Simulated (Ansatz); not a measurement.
System: GaH6NS.

Input file:

```
crystal:
  periodic: [false, false, false]
  atoms:
    - {symbol: Ga, position_ang: [-0.437225, -0.933232, 0.042905]}
    - {symbol: N, position_ang: [-0.343447, 1.206293, -0.197805]}
    - {symbol: H, position_ang: [-1.370461, -1.297682, -1.167040]}
    - {symbol: H, position_ang: [-0.869177, -1.038180, 1.550359]}
    - {symbol: H, position_ang: [0.595771, 1.372074, -0.547920]}
    - {symbol: S, position_ang: [1.748086, -1.340002, -0.383383]}
    - {symbol: H, position_ang: [-1.011472, 1.569525, -0.867980]}
    - {symbol: H, position_ang: [-0.454975, 1.709606, 0.674764]}
    - {symbol: H, position_ang: [2.142899, -1.248503, 0.896101]}
basis:
  gaussian: {orbitals: def2-TZVPP}
hamiltonian: {xc: pbe0, dispersion: d4}
output: {orbitals: {seedname: orbitals}}
```

Run with:

```sh
ansatz run in.yaml --threads 4 --pin off --events-out ev --progress --plain --max-ram 9574MiB
```

The product side of a reaction path; geometry: PBE0-D4/def2-TZVP.

Method: RKS PBE0-D4/def2-TZVPP in Ansatz 0.2.0.

Predict the electron density and electron localisation function between the atoms.

Ga–N (2.16 Å): ρ is about 0.45 e/Å³ halfway; the ELF peaks at about 0.95 in the valence shell of N, 0.6 Å from its nucleus, and is about 0.35 at the midpoint.
Ga–S (2.26 Å): ρ is about 0.63 e/Å³ halfway; the ELF peaks at about 0.90 in the valence shell of S, 0.8 Å from its nucleus, and is about 0.70 at the midpoint.
N–H (1.02 Å): ρ is about 3 e/Å³ halfway; the ELF climbs to about 1 towards the hydrogen, as it does in any bond to H (a covalent bond by its length).

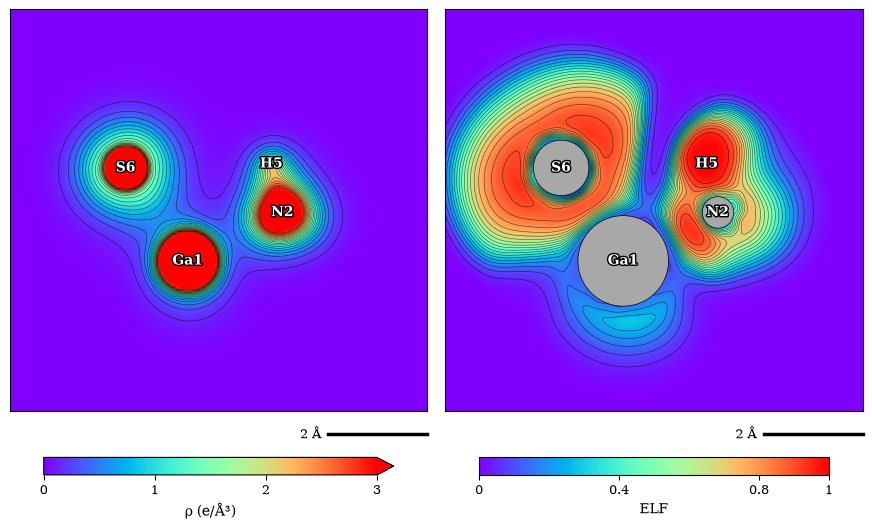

Computed electron density and electron localisation function on the plane of atoms N2, Ga1 and S6, in this order. Grey discs cover the atomic cores in the ELF map. 
